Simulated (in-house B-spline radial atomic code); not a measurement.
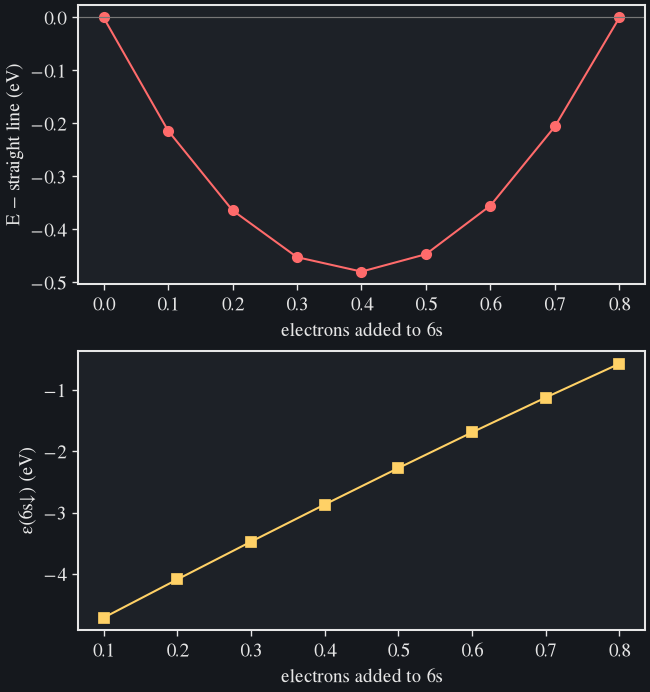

Level of theory: scalar-relativistic (spin-free one-electron X2C) PBEsol, spin-polarised, spherical fractional occupations, Fermi nucleus, basis-set limit. Computed with an in-house B-spline radial code. The occupation of the 6s shell is varied from Au ([Xe] 4f14 5d10 6s1 (high spin)) to Au with charge -0.8 ([Xe] 4f14 5d10 6s1.8 (6s: 1 up, 0.8 down)), with spherical fractional occupations. The plot shows the total energy less the straight line between the end points, and the eigenvalue of 6s↓.

Q: What does the shape say about the method?

A: The curve is convex (below the straight line), with the largest deviation among the points computed, −0.48 eV, at 0.4. The eigenvalue, which is the slope of the energy (Janak's theorem), moves from −4.72 eV at 0.1 to −0.571 eV at 0.8. Convexity is the delocalisation error: fractional charges are too low in energy. One end point is itself fractional, so the deviation from the line between whole numbers would be larger.
